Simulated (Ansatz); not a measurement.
**Si2NH7O2: geometry relaxation (part 2 of 2)**

The same run, continued: Si2NH7O2, SMILES N[SiH](O)[SiH2]O; RKS PBE0-D4/def2-TZVP (Ansatz 0.2.0). The geometry: PBE-D4/def2-SVP start.

Geometry of the input (Å):
```
N  -0.3985  -1.3225  1.5114
Si 0.5620  -0.4518  0.3620
O  0.9971  1.1641  0.7438
Si -0.6660  0.1641  -1.5514
O  -0.3679  1.8224  -1.6467
H  -1.3730  -1.0680  1.6867
H  0.0145  -1.7982  2.3171
H  1.8270  -1.2616  0.2286
H  1.6757  1.3032  1.4283
H  -0.2309  -0.5453  -2.8077
H  -2.1370  -0.1311  -1.3744
H  0.1741  2.0695  -0.8637
```

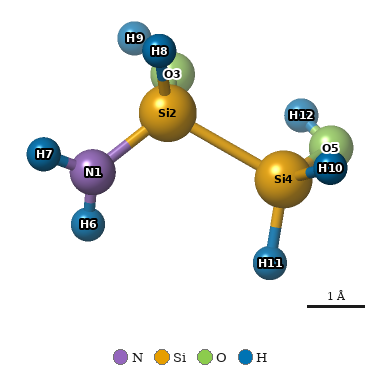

Fig. 1: The geometry at step 10 of the log (ball-and-stick view, seen at a tilt; atoms are numbered from 1 in the order of the input).

### Trajectory as extended XYZ, continued
```
12
Properties=species:S:1:pos:R:3:forces:R:3 step=4 energy=-21447.07294
N    -0.3899   -1.2983    1.4996    0.0338   0.0268  -0.0120
Si    0.5613   -0.4244    0.3849   -0.0162   0.1018  -0.0271
O     1.0194    1.1256    0.8141   -0.0372  -0.0657  -0.0402
Si   -0.6577    0.1667   -1.5308   -0.0025   0.0328  -0.0489
O    -0.4042    1.7931   -1.7160    0.0467  -0.1024   0.1092
H    -1.3426   -1.0415    1.6914   -0.0774  -0.0079   0.0157
H     0.0158   -1.8253    2.2534    0.0145  -0.0557   0.0395
H     1.7968   -1.2337    0.2237    0.0418  -0.0499  -0.0117
H     1.6861    1.2267    1.4938    0.0475   0.0450   0.0571
H    -0.2178   -0.5547   -2.7526    0.0046  -0.0422  -0.0367
H    -2.1083   -0.1158   -1.3504   -0.0527  -0.0198   0.0057
H     0.1180    2.1263   -0.9771   -0.0029   0.1372  -0.0507
12
Properties=species:S:1:pos:R:3:forces:R:3 step=5 energy=-21447.07338
N    -0.3880   -1.2836    1.5016    0.1518   0.0266  -0.0914
Si    0.5735   -0.4297    0.3807   -0.0290   0.1366  -0.0185
O     1.0453    1.1229    0.7893   -0.1531  -0.1097  -0.1125
Si   -0.6513    0.1617   -1.5291    0.0177   0.0609   0.0533
O    -0.3890    1.7852   -1.7082   -0.1139  -0.1137  -0.1740
H    -1.3500   -1.0549    1.6631   -0.2026   0.0452   0.0347
H     0.0051   -1.8184    2.2536    0.0488  -0.1021   0.1077
H     1.8012   -1.2513    0.2288    0.0508  -0.0515  -0.0066
H     1.6748    1.2380    1.4980    0.1373   0.0416   0.1539
H    -0.2268   -0.5677   -2.7497    0.0112  -0.0116  -0.0722
H    -2.1030   -0.1090   -1.3349   -0.0492  -0.0332   0.0011
H     0.0852    2.1515   -0.9591    0.1300   0.1108   0.1246
12
Properties=species:S:1:pos:R:3:forces:R:3 step=6 energy=-21447.07895
N    -0.3858   -1.2870    1.5039    0.0478  -0.0026   0.0123
Si    0.5695   -0.4151    0.3902    0.0200   0.0218  -0.0142
O     1.0425    1.1277    0.8218   -0.0407  -0.0338  -0.0235
Si   -0.6541    0.1678   -1.5271   -0.0160  -0.0089   0.0228
O    -0.3971    1.7881   -1.7372    0.0033  -0.0171   0.0010
H    -1.3498   -1.0606    1.6773   -0.0454   0.0054   0.0151
H     0.0109   -1.8484    2.2389   -0.0098  -0.0067  -0.0133
H     1.7966   -1.2420    0.2239    0.0066  -0.0073  -0.0022
H     1.6827    1.2324    1.5270    0.0149   0.0078   0.0211
H    -0.2357   -0.5774   -2.7448    0.0128   0.0048  -0.0060
H    -2.1070   -0.1110   -1.3300   -0.0013   0.0056   0.0040
H     0.1044    2.1703   -1.0098    0.0077   0.0311  -0.0171
12
Properties=species:S:1:pos:R:3:forces:R:3 step=7 energy=-21447.08010
N    -0.3824   -1.2879    1.5061    0.0098  -0.0217   0.0428
Si    0.5697   -0.4094    0.3950    0.0241  -0.0161  -0.0170
O     1.0418    1.1289    0.8345   -0.0029   0.0128   0.0085
Si   -0.6553    0.1715   -1.5222   -0.0058  -0.0281   0.0180
O    -0.3944    1.7868   -1.7592    0.0290   0.0321   0.0295
H    -1.3490   -1.0705    1.6814    0.0025  -0.0002   0.0065
H     0.0137   -1.8706    2.2257   -0.0212   0.0212  -0.0417
H     1.7956   -1.2388    0.2219   -0.0038   0.0054  -0.0006
H     1.6756    1.2333    1.5467   -0.0143  -0.0060  -0.0107
H    -0.2414   -0.5880   -2.7338   -0.0011   0.0056   0.0077
H    -2.1090   -0.1006   -1.3160    0.0111   0.0124  -0.0028
H     0.1121    2.1900   -1.0462   -0.0273  -0.0174  -0.0402
12
Properties=species:S:1:pos:R:3:forces:R:3 step=8 energy=-21447.08062
N    -0.3784   -1.2915    1.5076   -0.0044  -0.0209   0.0386
Si    0.5697   -0.4069    0.3979    0.0120  -0.0147  -0.0079
O     1.0353    1.1313    0.8424    0.0052   0.0211   0.0114
Si   -0.6563    0.1735   -1.5180   -0.0019  -0.0138  -0.0066
O    -0.3847    1.7841   -1.7752    0.0235   0.0272   0.0191
H    -1.3454   -1.0784    1.6875    0.0167  -0.0005   0.0004
H     0.0185   -1.8879    2.2150   -0.0150   0.0207  -0.0362
H     1.7973   -1.2329    0.2200   -0.0058   0.0057   0.0005
H     1.6631    1.2373    1.5596   -0.0150  -0.0098  -0.0120
H    -0.2510   -0.5987   -2.7245   -0.0025   0.0013   0.0091
H    -2.1123   -0.0835   -1.3094    0.0102   0.0068   0.0059
H     0.1212    2.1986   -1.0690   -0.0229  -0.0232  -0.0225
12
Properties=species:S:1:pos:R:3:forces:R:3 step=9 energy=-21447.08108
N    -0.3729   -1.2987    1.5068   -0.0135  -0.0150   0.0268
Si    0.5683   -0.4028    0.3999    0.0013  -0.0034   0.0012
O     1.0196    1.1368    0.8529    0.0090   0.0197   0.0065
Si   -0.6574    0.1764   -1.5153    0.0190   0.0175   0.0025
O    -0.3643    1.7797   -1.7989   -0.0019  -0.0154  -0.0171
H    -1.3389   -1.0892    1.6966    0.0229  -0.0015  -0.0060
H     0.0267   -1.9135    2.1962   -0.0053   0.0169  -0.0250
H     1.8006   -1.2204    0.2171   -0.0019   0.0011   0.0036
H     1.6382    1.2449    1.5776   -0.0082  -0.0102  -0.0042
H    -0.2676   -0.6179   -2.7126   -0.0195   0.0059   0.0075
H    -2.1148   -0.0549   -1.2879    0.0045  -0.0002  -0.0102
H     0.1394    2.2043   -1.0985   -0.0064  -0.0155   0.0142
12
Properties=species:S:1:pos:R:3:forces:R:3 step=10 energy=-21447.08141
N    -0.3652   -1.3048    1.5060   -0.0058  -0.0186   0.0252
Si    0.5689   -0.3970    0.4025   -0.0037  -0.0019   0.0308
O     1.0065    1.1438    0.8652    0.0011   0.0061  -0.0054
Si   -0.6580    0.1779   -1.5121    0.0031   0.0466  -0.0363
O    -0.3368    1.7714   -1.8242   -0.0141  -0.0420  -0.0333
H    -1.3302   -1.1002    1.7053    0.0162  -0.0011  -0.0086
H     0.0371   -1.9388    2.1760   -0.0038   0.0255  -0.0262
H     1.8060   -1.2065    0.2184    0.0008  -0.0001  -0.0032
H     1.6122    1.2530    1.6006   -0.0066  -0.0131  -0.0050
H    -0.2978   -0.6393   -2.7037   -0.0014   0.0122   0.0181
H    -2.1192   -0.0226   -1.2778    0.0094  -0.0030   0.0129
H     0.1535    2.2078   -1.1223    0.0049  -0.0107   0.0310
12
Properties=species:S:1:pos:R:3:forces:R:3 step=11 energy=-21447.08172
N    -0.3633   -1.3079    1.5050    0.0062  -0.0096   0.0111
Si    0.5684   -0.3963    0.4026   -0.0073   0.0044   0.0190
O     0.9997    1.1461    0.8665    0.0019  -0.0012  -0.0019
Si   -0.6573    0.1794   -1.5125   -0.0023   0.0265  -0.0247
O    -0.3245    1.7684   -1.8331   -0.0083  -0.0346  -0.0226
H    -1.3279   -1.1050    1.7062    0.0039  -0.0003  -0.0051
H     0.0412   -1.9434    2.1719   -0.0017   0.0169  -0.0164
H     1.8080   -1.2016    0.2179    0.0025  -0.0013   0.0002
H     1.6012    1.2558    1.6051   -0.0028  -0.0076  -0.0012
H    -0.3073   -0.6452   -2.7016   -0.0029   0.0121   0.0136
H    -2.1185   -0.0109   -1.2687    0.0066  -0.0020   0.0056
H     0.1574    2.2054   -1.1255    0.0042  -0.0034   0.0223
12
Properties=species:S:1:pos:R:3:forces:R:3 step=12 energy=-21447.08194
N    -0.3588   -1.3125    1.5020    0.0125  -0.0017  -0.0018
Si    0.5673   -0.3923    0.4021   -0.0032  -0.0045   0.0152
O     0.9891    1.1510    0.8720   -0.0003  -0.0040   0.0007
Si   -0.6591    0.1809   -1.5137    0.0085   0.0054  -0.0022
O    -0.2981    1.7598   -1.8517    0.0081  -0.0010   0.0234
H    -1.3237   -1.1153    1.7060   -0.0078  -0.0014   0.0011
H     0.0509   -1.9505    2.1629   -0.0034   0.0081  -0.0048
H     1.8118   -1.1906    0.2185    0.0021   0.0001  -0.0038
H     1.5824    1.2588    1.6177   -0.0042  -0.0018  -0.0065
H    -0.3267   -0.6576   -2.6972   -0.0101   0.0075   0.0079
H    -2.1209    0.0132   -1.2540    0.0102  -0.0001  -0.0056
H     0.1627    2.1999   -1.1307   -0.0125  -0.0066  -0.0234
12
Properties=species:S:1:pos:R:3:forces:R:3 step=13 energy=-21447.08199
N    -0.3584   -1.3143    1.5023    0.0082   0.0044  -0.0089
Si    0.5681   -0.3934    0.4035   -0.0023   0.0030  -0.0012
O     0.9868    1.1509    0.8728    0.0014  -0.0062   0.0018
Si   -0.6566    0.1819   -1.5127   -0.0138  -0.0016  -0.0104
O    -0.2958    1.7598   -1.8552    0.0069  -0.0121   0.0182
H    -1.3246   -1.1199    1.7031   -0.0026  -0.0004   0.0004
H     0.0514   -1.9500    2.1650   -0.0011   0.0007   0.0001
H     1.8138   -1.1898    0.2189    0.0006   0.0009   0.0031
H     1.5793    1.2597    1.6189    0.0009   0.0015   0.0007
H    -0.3336   -0.6572   -2.6978    0.0038   0.0016   0.0051
H    -2.1177    0.0155   -1.2495    0.0015   0.0033   0.0005
H     0.1644    2.2016   -1.1354   -0.0035   0.0049  -0.0094
12
Properties=species:S:1:pos:R:3:forces:R:3 step=14 energy=-21447.08204
N    -0.3590   -1.3160    1.4994   -0.0012  -0.0068   0.0068
Si    0.5685   -0.3924    0.4043   -0.0051   0.0063  -0.0082
O     0.9863    1.1510    0.8760   -0.0007   0.0015  -0.0006
Si   -0.6576    0.1813   -1.5116    0.0016  -0.0015   0.0040
O    -0.2935    1.7573   -1.8569    0.0016   0.0045  -0.0010
H    -1.3259   -1.1232    1.6987    0.0004   0.0013  -0.0027
H     0.0506   -1.9493    2.1646    0.0000   0.0006   0.0001
H     1.8156   -1.1865    0.2212    0.0037  -0.0035  -0.0004
H     1.5835    1.2592    1.6182    0.0015   0.0007   0.0027
H    -0.3350   -0.6599   -2.6950   -0.0002   0.0000   0.0009
H    -2.1187    0.0190   -1.2471   -0.0014  -0.0011  -0.0001
H     0.1622    2.2045   -1.1379   -0.0003  -0.0020  -0.0016
12
Properties=species:S:1:pos:R:3:forces:R:3 step=15 energy=-21447.08205
N    -0.3582   -1.3174    1.4987   -0.0041  -0.0001   0.0000
Si    0.5681   -0.3918    0.4040    0.0086  -0.0035   0.0079
O     0.9853    1.1513    0.8775    0.0005   0.0012   0.0003
Si   -0.6578    0.1819   -1.5105   -0.0047  -0.0002  -0.0077
O    -0.2919    1.7568   -1.8591   -0.0005  -0.0004   0.0000
H    -1.3257   -1.1254    1.6964    0.0003  -0.0001   0.0003
H     0.0514   -1.9488    2.1657    0.0009   0.0003  -0.0016
H     1.8156   -1.1855    0.2192    0.0003   0.0013   0.0003
H     1.5817    1.2590    1.6205    0.0000  -0.0002  -0.0001
H    -0.3365   -0.6615   -2.6927   -0.0010   0.0000   0.0006
H    -2.1189    0.0210   -1.2449   -0.0008   0.0007  -0.0007
H     0.1640    2.2050   -1.1408    0.0006   0.0008   0.0007
12
Properties=species:S:1:pos:R:3:forces:R:3 step=16 energy=-21447.08205
N    -0.3580   -1.3180    1.4981   -0.0018  -0.0016   0.0014
Si    0.5685   -0.3914    0.4045    0.0020   0.0007   0.0015
O     0.9845    1.1518    0.8787    0.0000   0.0002  -0.0002
Si   -0.6581    0.1820   -1.5104   -0.0013  -0.0021  -0.0023
O    -0.2901    1.7560   -1.8607    0.0010   0.0028   0.0017
H    -1.3256   -1.1266    1.6960   -0.0003   0.0004  -0.0003
H     0.0519   -1.9499    2.1644    0.0006  -0.0004   0.0000
H     1.8167   -1.1840    0.2203    0.0001   0.0002  -0.0004
H     1.5811    1.2595    1.6216    0.0001   0.0001   0.0001
H    -0.3390   -0.6628   -2.6921    0.0001  -0.0003  -0.0001
H    -2.1194    0.0233   -1.2441    0.0003   0.0006   0.0007
H     0.1647    2.2049   -1.1422   -0.0007  -0.0005  -0.0019
```

### Summary

| quantity | value |
| --- | --- |
| outcome | converged |
| total energy | −21447.0821 eV |
| mean-field energy | −21446.8560 eV |
| dispersion energy | −0.2261 eV |
| SCF solution under orbital rotations | stable |
| largest force (length of the vector) at the end | 0.003 eV/Å |
| dipole moment | 3.72 D |
| hardware | 4 threads of Arm Neoverse V2, 23 GiB of memory available, shared host |
| wall time | 51 s (CPU time 3.2 min) |
| peak memory | 0.58 GiB |
